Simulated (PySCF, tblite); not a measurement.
**ClFH₄NSi₂ radical, a small gas-phase stand-in for a defect centre (Si site with back bonds N[SiH3], F, Cl): EPR parameters**

What EPR parameters should one expect for `F[Si](Cl)N[SiH3]`? It is drawn as: dangling bond.

Programs: tblite 0.8.0 and PySCF 2.14.0. All values are calculated, for the isolated system unless a continuum is named. Atoms count from 0, parts from 1.

## 1. The system as given

9 atoms, charge 0, multiplicity 2; geometry: distance geometry start.

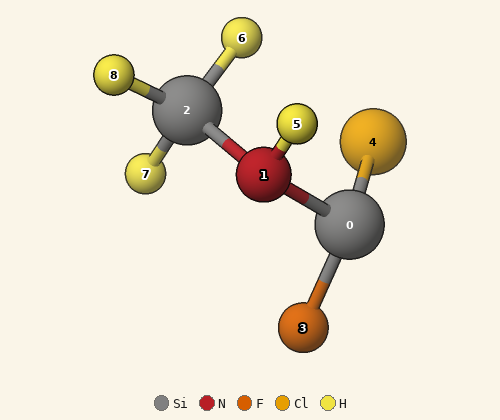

The starting geometry (silicon grey, nitrogen red, fluorine orange, chlorine amber, hydrogen yellow), atoms numbered.

## 2. Geometry optimisation with GFN2-xTB

What the job is given:

```
{"job": {"kind": "relax", "xc": "GFN2-xTB", "basis": "xTB"}, "charge": 0, "multiplicity": 2}
Si    -1.641669    -0.522140    -0.153933
N      0.040610    -1.164659    -0.221917
Si     1.091906     0.284343     0.130791
F     -2.097961    -0.637162     1.488085
Cl    -1.725429     1.470811    -0.738134
H      0.231096    -1.382303    -1.213186
H      0.865263     1.300507    -0.917176
H      0.773665     0.804495     1.448267
H      2.433456    -0.197424     0.183541
```

Method: GFN2-xTB geometry optimisation, gas phase.

On the command line:

```console
$ OMP_NUM_THREADS=1 python cluster_run.py task.json out
```

The driver reads the jobs from task.json and runs them one after another.

Log:

```text
step      E/eV     max force
  0    -483.39182    2.354
  1    -483.55287    1.760
  2    -483.69488    1.648
  3    -483.74489    0.909
  4    -483.83633    0.510
  5    -483.87990    0.689
  6    -483.90915    0.719
  7    -483.94620    0.537
  8    -483.97189    0.504
  9    -484.00164    0.615
 10    -484.02954    0.582
 11    -484.05378    0.431
 12    -484.07209    0.339
 13    -484.07817    0.521
 14    -484.08192    0.205
 15    -484.08423    0.119
 16    -484.08771    0.182
 17    -484.09005    0.175
 18    -484.09207    0.126
 19    -484.09373    0.139
 20    -484.09575    0.187
 21    -484.09799    0.193
 22    -484.10005    0.138
 23    -484.10121    0.080
 24    -484.10165    0.063
 25    -484.10197    0.050
 26    -484.10230    0.059
 27    -484.10275    0.075
 28    -484.10340    0.086
 29    -484.10405    0.086
 30    -484.10441    0.050
 31    -484.10457    0.030
 32    -484.10469    0.034
 33    -484.10492    0.061
 34    -484.10528    0.080
 35    -484.10563    0.063
 36    -484.10579    0.027
 37    -484.10584    0.020
 38    -484.10588    0.023
 39    -484.10596    0.036
 40    -484.10605    0.039
 41    -484.10613    0.027
 42    -484.10618    0.019
 43    -484.10622    0.024
 44    -484.10630    0.041
 45    -484.10642    0.055
 46    -484.10658    0.050
 47    -484.10670    0.034
 48    -484.10680    0.037
 49    -484.10696    0.050
 50    -484.10729    0.096
 51    -484.10798    0.171
 52    -484.10905    0.248
 53    -484.11080    0.267
 54    -484.11364    0.171
 55    -484.11602    0.171
 56    -484.11748    0.311
 57    -484.11743    0.430
 58    -484.12207    0.252
 59    -484.12182    0.219
 60    -484.12587    0.101
 61    -484.12546    0.309
 62    -484.12896    0.099
 63    -484.13069    0.075
 64    -484.13389    0.164
 65    -484.13469    0.090
 66    -484.13568    0.110
 67    -484.13653    0.071
 68    -484.13696    0.077
 69    -484.13753    0.062
 70    -484.13823    0.066
 71    -484.13869    0.070
 72    -484.13899    0.068
 73    -484.13927    0.073
 74    -484.13973    0.075
 75    -484.14043    0.101
 76    -484.14130    0.081
 77    -484.14168    0.156
 78    -484.14264    0.124
 79    -484.14317    0.095
 80    -484.14395    0.102
 81    -484.14422    0.081
 82    -484.14455    0.055
 83    -484.14481    0.068
 84    -484.14495    0.048
 85    -484.14508    0.033
 86    -484.14523    0.030
 87    -484.14535    0.030
 88    -484.14542    0.027
 89    -484.14548    0.023
 90    -484.14555    0.026
 91    -484.14567    0.026
 92    -484.14577    0.020
 93    -484.14582    0.010
 94    -484.14584    0.010
 95    -484.14585    0.012
 96    -484.14587    0.019
 97    -484.14592    0.026
 98    -484.14601    0.032
 99    -484.14615    0.031
100    -484.14631    0.026
101    -484.14639    0.025
102    -484.14642    0.022
103    -484.14648    0.027
104    -484.14657    0.033
105    -484.14677    0.042
106    -484.14712    0.050
107    -484.14761    0.056
108    -484.14811    0.052
109    -484.14882    0.067
110    -484.14949    0.078
111    -484.15029    0.077
112    -484.14929    0.170
113    -484.15098    0.056
114    -484.15105    0.072
115    -484.15130    0.029
116    -484.15136    0.026
117    -484.15141    0.025
118    -484.15148    0.021
119    -484.15155    0.020
120    -484.15162    0.021
121    -484.15167    0.021
122    -484.15169    0.011
123    -484.15169    0.007
```

Wall time 2.2 s (1 thread of Arm Neoverse V1, shared host).

The steps of the relaxation:

| step | energy from step 0 (eV) | largest force (eV/Å) |
| --- | --- | --- |
| 0 | 0.0000 | 2.3547 |
| 5 | -0.4881 | 0.6894 |
| 10 | -0.6377 | 0.5815 |
| 15 | -0.6924 | 0.1182 |
| 20 | -0.7039 | 0.1869 |
| 25 | -0.7101 | 0.0498 |
| 30 | -0.7126 | 0.0507 |
| 35 | -0.7138 | 0.0626 |
| 40 | -0.7142 | 0.0393 |
| 45 | -0.7146 | 0.0546 |
| 50 | -0.7155 | 0.0962 |
| 55 | -0.7242 | 0.1712 |
| 60 | -0.7341 | 0.1002 |
| 65 | -0.7429 | 0.0902 |
| 70 | -0.7464 | 0.0662 |
| 75 | -0.7486 | 0.1016 |
| 80 | -0.7521 | 0.1026 |
| 85 | -0.7533 | 0.0331 |
| 90 | -0.7537 | 0.0270 |
| 95 | -0.7540 | 0.0119 |
| 100 | -0.7545 | 0.0260 |
| 105 | -0.7550 | 0.0415 |
| 110 | -0.7577 | 0.0785 |
| 115 | -0.7595 | 0.0289 |
| 120 | -0.7598 | 0.0210 |
| 123 | -0.7599 | 0.0073 |

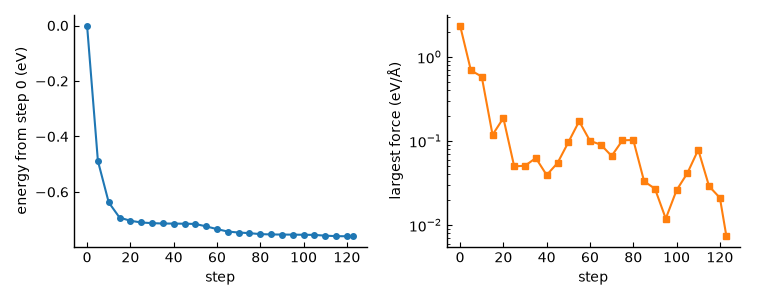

Energy and largest force along the relaxation.

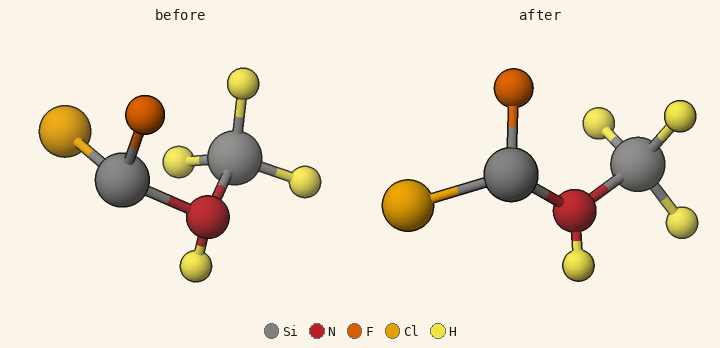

The geometry before (left) and after (right).

Distances of close pairs at the start and the end, largest changes first:

| bond | before (Å) | after (Å) | change (Å) |
| --- | --- | --- | --- |
| Si0–F3 | 1.708 | 1.619 | -0.089 |
| Si0–N1 | 1.802 | 1.717 | -0.086 |
| N1–Si2 | 1.825 | 1.750 | -0.074 |
| Si0–Cl4 | 2.078 | 2.024 | -0.054 |
| Si2–H8 | 1.426 | 1.462 | +0.036 |
| N1–H5 | 1.033 | 1.006 | -0.026 |
| Si2–H6 | 1.477 | 1.462 | -0.016 |
| Si2–H7 | 1.452 | 1.461 | +0.009 |

## 3. Relaxing the molecule at PBE0-D3(BJ)/def2-SVP

What the job is given:

```
{"job": {"xc": "PBE0", "basis": "def2-SVP", "d3": "d3bj", "grid": 2, "kind": "geom", "shake": 0.01}, "charge": 0, "multiplicity": 2}
Si    -1.700840    -0.465173     0.110275
N     -0.088085    -0.600749    -0.382109
Si     1.302135     0.202424     0.280926
F     -1.664400     0.800182     1.146444
Cl    -2.942424     0.153144    -1.406068
H      0.089423    -1.282674    -1.092476
H      1.238156     1.634988     0.013932
H      1.371011    -0.055724     1.720388
H      2.439272    -0.409565    -0.399861
```

Log:

```text
step   0  E = -1195.29387802  max force = 0.012328
step   1  E = -1195.29659236  max force = 0.005170
step   2  E = -1195.29684131  max force = 0.001687
step   3  E = -1195.29687100  max force = 0.000685
step   4  E = -1195.29687560  max force = 0.000256
optimisation converged
```

Run time: 41 s. Hardware: 1 thread of Arm Neoverse V1, shared host; peak memory 0.52 GiB.

Step by step:

| step | energy from step 0 (eV) | largest force component (eV/Å) |
| --- | --- | --- |
| 0 | 0.0000 | 0.6339 |
| 1 | -0.0739 | 0.2659 |
| 2 | -0.0806 | 0.0867 |
| 3 | -0.0814 | 0.0352 |
| 4 | -0.0816 | 0.0132 |

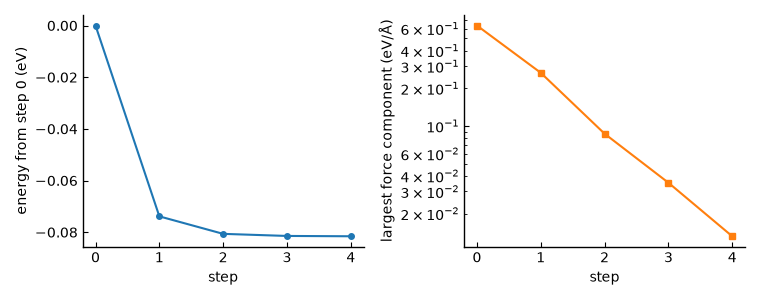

Energy and largest force along the relaxation.

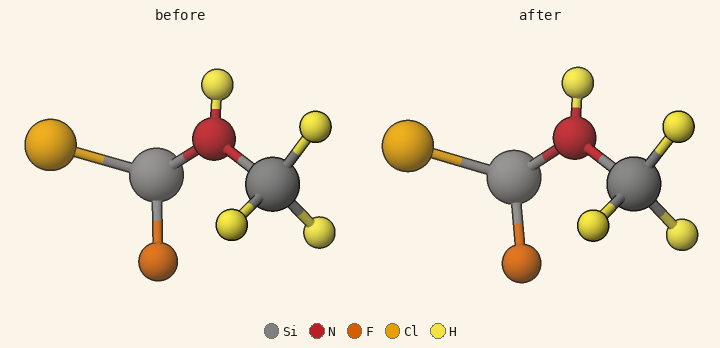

The geometry before (left) and after (right).

Distances of close pairs at the start and the end, largest changes first:

| bond | before (Å) | after (Å) | change (Å) |
| --- | --- | --- | --- |
| Si2–H6 | 1.459 | 1.491 | +0.032 |
| Si2–H8 | 1.460 | 1.492 | +0.032 |
| Si2–H7 | 1.464 | 1.491 | +0.027 |
| N1–Si2 | 1.737 | 1.763 | +0.026 |
| Si0–N1 | 1.692 | 1.716 | +0.024 |
| Si0–Cl4 | 2.055 | 2.075 | +0.020 |
| N1–H5 | 1.001 | 1.016 | +0.015 |
| Si0–F3 | 1.636 | 1.629 | -0.007 |

The final coordinates are the input of the step that follows.

| at the end point | value |
| --- | --- |
| point group (found at 0.08 Å tolerance) | C1 |
| rotational constants (GHz, main isotopes) | 4.970, 1.278, 1.125 |
| dipole moment (D) | 2.36 |
| ⟨S²⟩ | 0.752 |

## 4. EPR parameters: B3LYP/IGLO-III+pcH-1

What the job is given:

```
{"job": {"kind": "epr"}, "charge": 0, "multiplicity": 2}
Si    -1.827789    -0.561099    -0.017274
N     -0.197836    -0.792802    -0.499970
Si     1.212211     0.026192     0.169140
F     -1.722383     0.639373     1.078492
Cl    -3.030864     0.085436    -1.579376
H     -0.019812    -1.483503    -1.223606
H      1.170010     1.492306    -0.098788
H      1.317127    -0.189526     1.640829
H      2.397281    -0.574566    -0.509519
```

Method: UKS B3LYP, IGLO-III on Cl F N Si, pcH-1 on H, non-relativistic, mean-field spin-orbit, GIAO.

Log:

```text
UKS, coarse grid
  cycle   1  E = -1196.35489671  |g| = 5.54e-01
  cycle   2  E = -1196.16390284  |g| = 9.34e-01
  cycle   3  E = -1196.45878450  |g| = 7.70e-02
  cycle   4  E = -1196.46048165  |g| = 4.21e-02
  cycle   5  E = -1196.46112878  |g| = 8.42e-03
  cycle   6  E = -1196.46115435  |g| = 5.19e-03
  cycle   7  E = -1196.46116498  |g| = 1.37e-03
  cycle   8  E = -1196.46116617  |g| = 4.76e-04
UKS, final grid
  cycle   1  E = -1196.46113080  |g| = 6.92e-04
  cycle   2  E = -1196.46113042  |g| = 1.18e-03
  cycle   3  E = -1196.46113102  |g| = 9.13e-05
  cycle   4  E = -1196.46113103  |g| = 2.43e-05
E = -1196.46113103 Eh   <S^2> = 0.7518 (exact 0.7500)
g shifts (ppm)      1          2          3
  rmc          -217       -217       -217
  gc             77         65        101
  oz_so       -2768       -301        372
  total       -2909       -453        256
hyperfine (MHz)  atom isotope    a_iso     a_fc   dipolar eigenvalues
    0  29Si   -1137.44   -1138.46   -112.38     55.05     57.34
    1   14N      33.93      33.90     -5.60     -5.25     10.85
    2  29Si      -2.99      -3.01     -3.87      1.72      2.14
    3   19F     247.74     246.33   -105.45    -99.54    204.99
    4  35Cl      49.79      49.34    -25.85    -25.32     51.17
    5    1H      -8.01      -8.05     -8.14     -3.01     11.15
    6    1H       7.06       7.05     -1.22     -0.71      1.93
    7    1H       0.47       0.47     -1.41     -1.07      2.48
    8    1H       4.17       4.17     -1.15     -0.84      1.99
```

It took 44 s on 1 thread of Arm Neoverse V1, shared host; peak memory 0.88 GiB.

Principal g values 1.99941, 2.00187, 2.00258; g(iso) = 2.00128, against 2.00232 for a free electron.

Hyperfine couplings, nucleus by nucleus at this fixed geometry (no averaging over rotations):

| nuclei | isotope | a(iso) (MHz) | a(iso) (G, at g = 2.0023) | largest dipolar term (MHz) |
| --- | --- | --- | --- | --- |
| Si0 | 29Si | -1137.4 | -405.9 | -112.4 |
| F3 | 19F | 247.7 | 88.4 | 205.0 |
| Cl4 | 35Cl | 49.8 | 17.8 | 51.2 |
| N1 | 14N | 33.9 | 12.1 | 10.9 |
| H5 | 1H | -8.0 | -2.9 | 11.1 |
| H6 | 1H | 7.1 | 2.5 | 1.9 |
| H8 | 1H | 4.2 | 1.5 | 2.0 |
| Si2 | 29Si | -3.0 | -1.1 | -3.9 |
| H7 | 1H | 0.5 | 0.2 | 2.5 |

Mulliken spin populations:

| atom | value (e) |
| --- | --- |
| Si0 | 0.80 |
| N1 | 0.06 |
| Si2 | 0.02 |
| F3 | 0.02 |
| Cl4 | 0.11 |
| H5 | -0.01 |
| H6 | 0.00 |
| H7 | 0.00 |
| H8 | 0.00 |

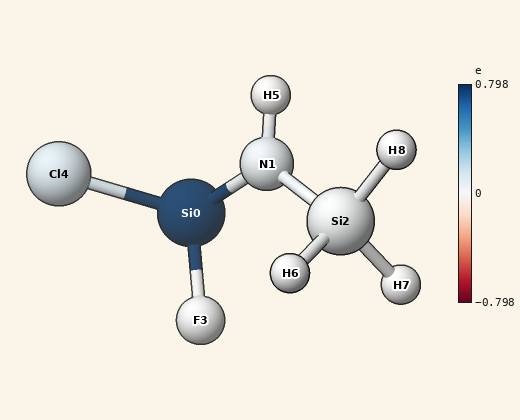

Mulliken spin populations, as colours on the atoms.

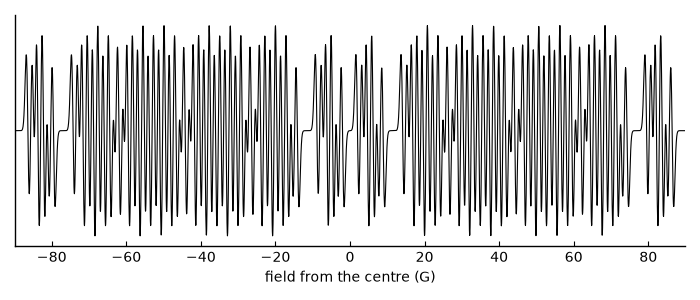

First-order isotropic spectrum (first derivative, main isotopes with spin only, couplings over 0.8 MHz, Gaussian width 0.4 G; couplings of the frozen geometry, rotation of groups not averaged beyond the rows shown).

## 5. EPR parameters: BHandHLYP/IGLO-III+pcH-1

Settings changed since step 4:

```diff
@@ -1,2 +1,2 @@
-{"job": {"kind": "epr"}, "charge": 0, "multiplicity": 2}
+{"job": {"kind": "epr", "xc": "BHandHLYP"}, "charge": 0, "multiplicity": 2}
 Si    -1.827789    -0.561099    -0.017274
```

With the program's defaults for keys left out, this is: UKS BHandHLYP, IGLO-III on Cl F N Si, pcH-1 on H, non-relativistic, mean-field spin-orbit, GIAO.

Log:

```text
UKS, coarse grid
  cycle   1  E = -1196.24383024  |g| = 4.74e-01
  cycle   2  E = -1196.23827777  |g| = 5.47e-01
  cycle   3  E = -1196.33141707  |g| = 4.50e-02
  cycle   4  E = -1196.33231574  |g| = 2.29e-02
  cycle   5  E = -1196.33255935  |g| = 5.90e-03
  cycle   6  E = -1196.33258819  |g| = 2.91e-03
  cycle   7  E = -1196.33259388  |g| = 1.01e-03
  cycle   8  E = -1196.33259518  |g| = 3.95e-04
UKS, final grid
  cycle   1  E = -1196.33257206  |g| = 3.22e-04
  cycle   2  E = -1196.33257209  |g| = 3.41e-04
  cycle   3  E = -1196.33257214  |g| = 6.41e-05
  cycle   4  E = -1196.33257215  |g| = 4.88e-05
  cycle   5  E = -1196.33257216  |g| = 7.20e-06
E = -1196.33257216 Eh   <S^2> = 0.7531 (exact 0.7500)
g shifts (ppm)      1          2          3
  rmc          -219       -219       -219
  gc             79         71         93
  oz_so       -2882       -344        109
  total       -3021       -492        -17
hyperfine (MHz)  atom isotope    a_iso     a_fc   dipolar eigenvalues
    0  29Si   -1172.95   -1173.97   -121.67     58.77     62.90
    1   14N      34.50      34.47     -5.46     -5.03     10.49
    2  29Si      -1.97      -1.99     -3.43      1.52      1.91
    3   19F     266.00     264.74   -103.88    -97.82    201.70
    4  35Cl      51.42      51.06    -25.04    -24.82     49.86
    5    1H      -9.47      -9.50     -8.18     -3.10     11.28
    6    1H       5.63       5.63     -1.17     -0.76      1.93
    7    1H      -0.35      -0.35     -1.40     -1.10      2.49
    8    1H       3.92       3.92     -1.09     -0.86      1.94
```

It took 48 s on 1 thread of Arm Neoverse V1, shared host; peak memory 0.81 GiB.

In short: g(iso) 2.00114.

## 6. Side by side: EPR parameters

g, ⟨S²⟩ and isotropic hyperfine couplings (MHz), with basis size and wall time:

| run | g(iso) | ⟨S²⟩ | 29Si Si0 | 19F F3 | 35Cl Cl4 | 14N N1 | 1H H5 | functions | time |
| --- | --- | --- | --- | --- | --- | --- | --- | --- | --- |
| B3LYP/IGLO-III+pcH-1 | 2.00128 | 0.752 | -1137.4 | 247.7 | 49.8 | 33.9 | -8.0 | 242 | 44 s |
| BHandHLYP/IGLO-III+pcH-1 | 2.00114 | 0.753 | -1172.9 | 266.0 | 51.4 | 34.5 | -9.5 | 242 | 48 s |

## 7. Summary of results

| quantity | value |
| --- | --- |
| point group | C1 |
| rotational constants (main isotopes) | 4.97, 1.28, 1.13 GHz |
| g(iso) (B3LYP) | 2.00128 |
| ⟨S²⟩ | 0.752 (exact 0.75) |
| largest a(iso) | 29Si on Si0, -1137.4 MHz |

**Reading.** The start of the PBE0/def2-SVP relaxation was shaken at random by about 0.01 Å, so part of the energy gained, and of the first lengths quoted, undoes that. Relaxing lowered the energy by 0.082 eV in 4 steps; the close pair that moved most is Si2–H6, from 1.459 to 1.491 Å (PBE0/def2-SVP). No frequency check was run at this level, so the end point may be a saddle. Si0 carries the largest spin population, 0.80 e. The isotropic g lies 1.0 ppt below the free-electron value. The coupling of 29Si on Si0 runs from -1172.9 (BHandHLYP/IGLO-III+pcH-1) to -1137.4 MHz (B3LYP/IGLO-III+pcH-1).
